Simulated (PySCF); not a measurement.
**C$_{7}$H$_{12}$ (SMILES CC1CC2(CC2)C1): density, localisation and related maps**

```yaml
atoms:
  - { symbol: C, position_ang: [2.4195, 0.0575, 0.5409] }
  - { symbol: C, position_ang: [1.2465, -0.4150, -0.2982] }
  - { symbol: C, position_ang: [0.2931, 0.6959, -0.7884] }
  - { symbol: C, position_ang: [-0.8387, 0.0264, -0.0269] }
  - { symbol: C, position_ang: [-2.2513, -0.1386, -0.4812] }
  - { symbol: C, position_ang: [-1.9380, 0.7014, 0.7251] }
  - { symbol: C, position_ang: [0.0873, -1.0620, 0.4900] }
  - { symbol: H, position_ang: [2.0729, 0.6899, 1.3554] }
  - { symbol: H, position_ang: [2.9501, -0.7924, 0.9659] }
  - { symbol: H, position_ang: [3.1176, 0.6289, -0.0679] }
  - { symbol: H, position_ang: [1.6087, -1.0479, -1.1103] }
  - { symbol: H, position_ang: [0.5481, 1.6915, -0.4264] }
  - { symbol: H, position_ang: [0.1548, 0.7396, -1.8680] }
  - { symbol: H, position_ang: [-2.5608, 0.3645, -1.3854] }
  - { symbol: H, position_ang: [-2.7318, -1.0937, -0.3275] }
  - { symbol: H, position_ang: [-2.2047, 0.3159, 1.6980] }
  - { symbol: H, position_ang: [-2.0357, 1.7736, 0.6390] }
  - { symbol: H, position_ang: [-0.1742, -2.0718, 0.1760] }
  - { symbol: H, position_ang: [0.2266, -1.0542, 1.5706] }
```

Geometry: GFN2-xTB.

Level of theory: PBE0/def2-SVPD, SCF density, gas phase in PySCF.

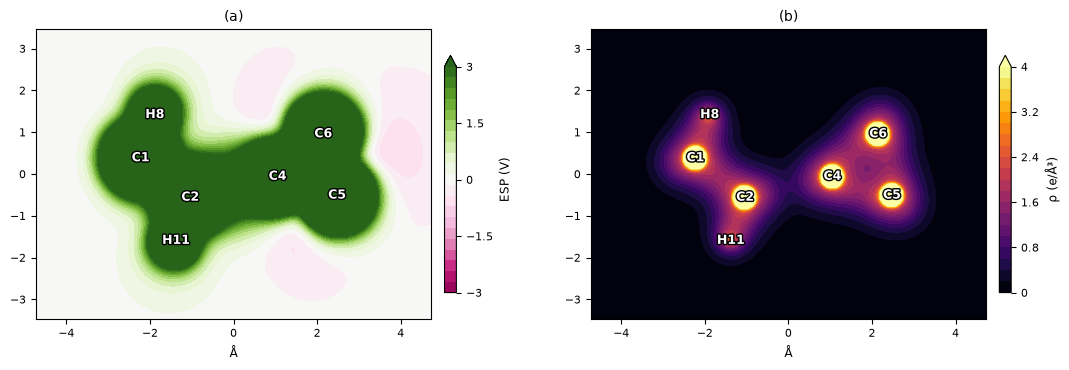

Figure 1. (a) electrostatic potential; (b) electron density on the plane of atoms C1, C2 and H11.

Describe what can be read from this map.

Answer.
- Atoms in the plane: C and H.
- C–C (1.49 Å): ρ at the midpoint is about 1.6 e/Å³.
- C–H (1.09 Å): ρ is about 1.9 e/Å³ halfway.
- C–C (1.52 Å): ρ is about 1.7 e/Å³ halfway.
- Outside the dense part of the molecule the potential is most negative (−0.7 V) near C6.

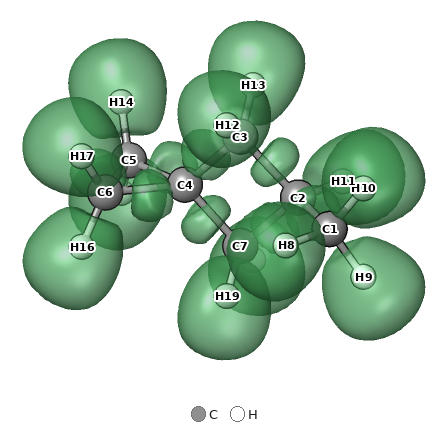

Figure 2. Isosurface of the ELF at 0.75 (green), seen at a tilt. Core shells and regions of very low density are left out.

Where are the electrons localised?

Answer. At this value the surface marks out eight regions between bonded C–C atoms (shared pairs) and twelve regions around hydrogen nuclei. Profiles from the grid: C–C (1.49 Å): the ELF peaks at about 0.90 between the atoms; localised, covalent bonding. C–H (1.08 Å): the ELF climbs to about 1 towards the hydrogen, as it does in any bond to H: an ordinary covalent bond to hydrogen.

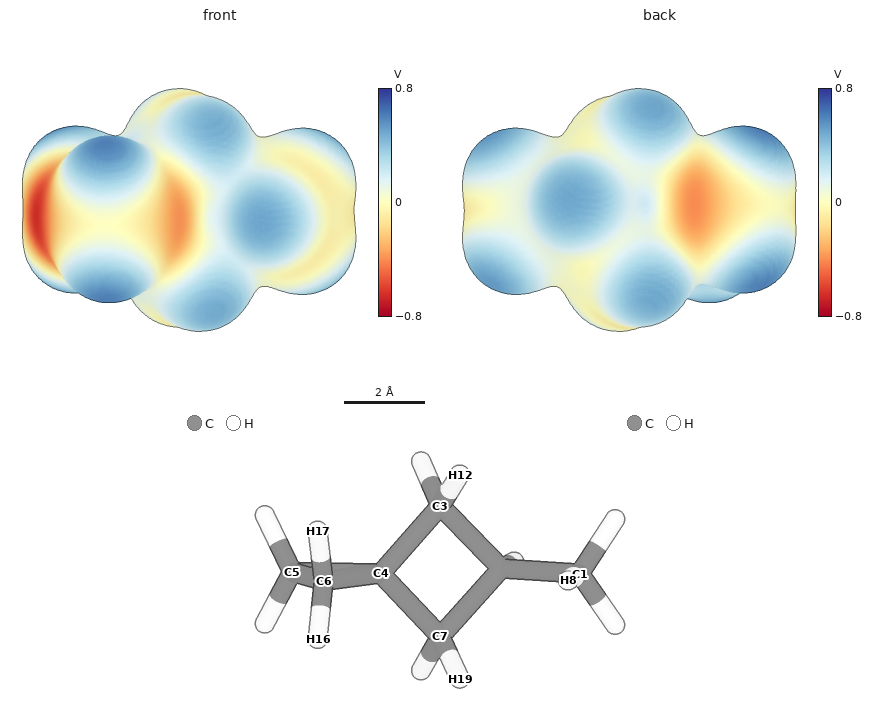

Figure 3. The molecular electrostatic potential painted on the density surface at 0.002 e/bohr³, seen from the front and from behind; the colour scale runs from red (negative) to blue (positive). The bare structure is drawn below in the same view.

Where is the surface potential most negative and most positive?

Answer. The most negative region (about −0.6 V) lies over C5 and C6, the most positive (about +0.6 V) over H14, H15, H16 and H17.

How polar is the molecule by this calculation?

Answer. Its dipole moment is 0.23 D.
